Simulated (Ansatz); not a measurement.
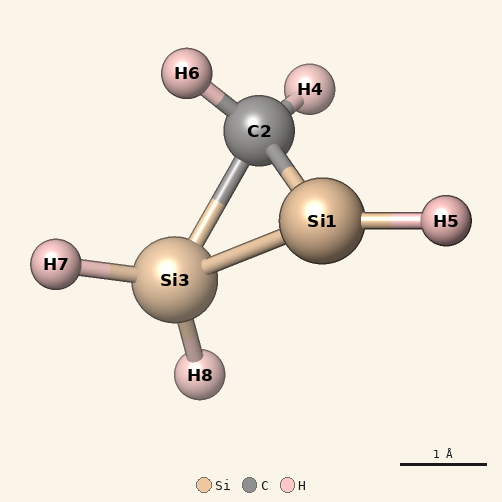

Orthographic view. Atoms fade into the background with distance from the viewer. The species has charge +1 and is a spin singlet. The computed structure is the end point of a PBE-D4/def2-SVP optimisation. No frequency run is at hand to confirm it as a minimum.

Write a Z-matrix (Å, degrees) in the order of the atom numbers, with these reference atoms: 2 to 1; 3 to 2, 1; 4 to 2, 1, 3; 5 to 1, 2, 4; 6 to 2, 4, 1; 7 to 3, 2, 4; 8 to 3, 7, 6.

```
Si 
C    1   1.831
Si   2   2.000   1    72.9
H    2   1.109   1   123.7   3  -126.3
H    1   1.506   2   125.8   4    20.5
H    2   1.117   4   109.2   1   145.3
H    3   1.490   2   110.5   4  -130.5
H    3   1.493   7   119.6   6  -150.3
```
